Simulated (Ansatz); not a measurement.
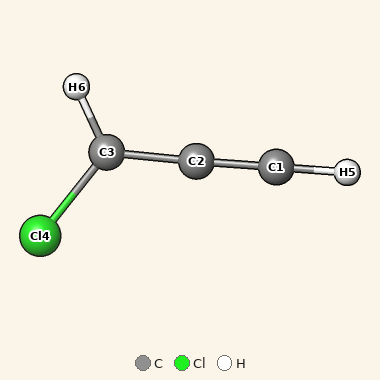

The system is C₃H₂Cl, SMILES [CH+]=C=CCl, charge +1; the picture shows the reference structure. First axis: angle C1–C2–C3 (carried through 180). Second axis: change of the bonds C2–C1, C2–C3, all alike. Nothing is relaxed (all other coordinates rigid). Grid: 15 × 15 points. Points are written as (first, second). Energies are in eV, from the lowest grid point. The calculation used RKS wB97M-V/def2-SVP in Ansatz 0.2.0.

Its coordinates:

```csv
atom,x (Å),y (Å),z (Å)
C,-0.3800,1.0676,-1.0158
C,-0.0853,0.2026,-0.2044
C,0.2747,-0.7488,0.7210
Cl,-0.5110,-2.1750,0.8855
H,-0.6441,1.8330,-1.7368
H,1.1263,-0.5698,1.3951
```

Range: angle C1–C2–C3 (carried through 180) from 140.0 to 220.0°; change of the bonds C2–C1, C2–C3, all alike from −0.143 to 0.221 Å.

Q: Predict the map.

A: The lowest grid point is at (180.0°, 0.013 Å). No other kind of well shows on this grid. The highest grid point, (220.0°, −0.143 Å), lies 2.78 eV above the lowest. Round the minimum the two coordinates are nearly uncoupled.

| second ↓, first → | 140.0 | 145.7 | 151.4 | 157.1 | 162.9 | 168.6 | 174.3 | 180.0 | 185.7 | 191.4 | 197.1 | 202.9 | 208.6 | 214.3 | 220.0 |
| --- | --- | --- | --- | --- | --- | --- | --- | --- | --- | --- | --- | --- | --- | --- | --- |
| 0.221 | 2.68 | 2.66 | 2.64 | 2.63 | 2.62 | 2.61 | 2.61 | 2.61 | 2.61 | 2.61 | 2.62 | 2.64 | 2.66 | 2.68 | 2.71 |
| 0.195 | 2.23 | 2.19 | 2.17 | 2.15 | 2.13 | 2.12 | 2.12 | 2.12 | 2.12 | 2.13 | 2.14 | 2.16 | 2.19 | 2.22 | 2.26 |
| 0.169 | 1.80 | 1.76 | 1.73 | 1.70 | 1.68 | 1.67 | 1.66 | 1.66 | 1.66 | 1.67 | 1.69 | 1.72 | 1.75 | 1.79 | 1.84 |
| 0.143 | 1.41 | 1.36 | 1.32 | 1.29 | 1.27 | 1.25 | 1.24 | 1.24 | 1.24 | 1.26 | 1.28 | 1.31 | 1.35 | 1.40 | 1.46 |
| 0.117 | 1.07 | 1.01 | 0.96 | 0.92 | 0.90 | 0.88 | 0.87 | 0.86 | 0.87 | 0.89 | 0.91 | 0.95 | 0.99 | 1.05 | 1.12 |
| 0.091 | 0.78 | 0.71 | 0.66 | 0.61 | 0.58 | 0.56 | 0.54 | 0.54 | 0.55 | 0.57 | 0.60 | 0.64 | 0.69 | 0.76 | 0.84 |
| 0.065 | 0.56 | 0.48 | 0.42 | 0.37 | 0.33 | 0.30 | 0.29 | 0.28 | 0.29 | 0.31 | 0.35 | 0.40 | 0.46 | 0.53 | 0.62 |
| 0.039 | 0.41 | 0.32 | 0.25 | 0.19 | 0.15 | 0.12 | 0.10 | 0.10 | 0.11 | 0.13 | 0.17 | 0.23 | 0.29 | 0.38 | 0.48 |
| 0.013 | 0.34 | 0.25 | 0.17 | 0.10 | 0.06 | 0.02 | 0.00 | 0.00 | 0.01 | 0.04 | 0.08 | 0.14 | 0.22 | 0.31 | 0.42 |
| −0.013 | 0.38 | 0.27 | 0.19 | 0.12 | 0.06 | 0.02 | 0.00 | 0.00 | 0.01 | 0.04 | 0.09 | 0.16 | 0.24 | 0.34 | 0.46 |
| −0.039 | 0.53 | 0.41 | 0.32 | 0.24 | 0.18 | 0.14 | 0.12 | 0.12 | 0.13 | 0.16 | 0.22 | 0.29 | 0.38 | 0.49 | 0.62 |
| −0.065 | 0.81 | 0.69 | 0.58 | 0.50 | 0.44 | 0.39 | 0.37 | 0.36 | 0.38 | 0.42 | 0.47 | 0.55 | 0.65 | 0.77 | 0.91 |
| −0.091 | 1.24 | 1.11 | 1.00 | 0.91 | 0.84 | 0.79 | 0.77 | 0.76 | 0.78 | 0.82 | 0.88 | 0.97 | 1.07 | 1.20 | 1.35 |
| −0.117 | 1.84 | 1.71 | 1.59 | 1.50 | 1.42 | 1.37 | 1.34 | 1.34 | 1.36 | 1.40 | 1.46 | 1.55 | 1.67 | 1.80 | 1.96 |
| −0.143 | 2.65 | 2.50 | 2.38 | 2.28 | 2.20 | 2.15 | 2.12 | 2.11 | 2.13 | 2.18 | 2.25 | 2.34 | 2.46 | 2.61 | 2.78 |

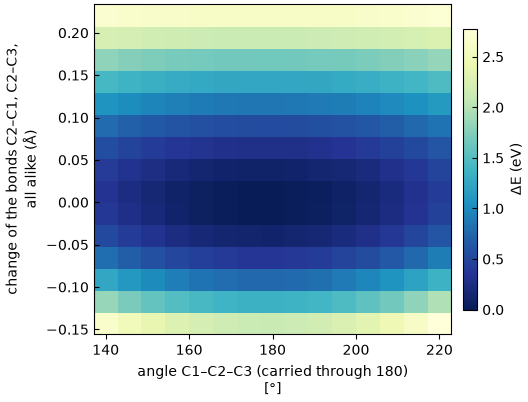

The picture shows one coloured cell a grid point.

Each point was launched as `ansatz run input.yaml --threads 1 --pin off --max-ram 2560MiB --backend cpu --events-out ev --progress --plain --runs-dir out`. The whole map (225 points run) took 54 min on 1 thread of Arm Neoverse N1, with other jobs on the host.
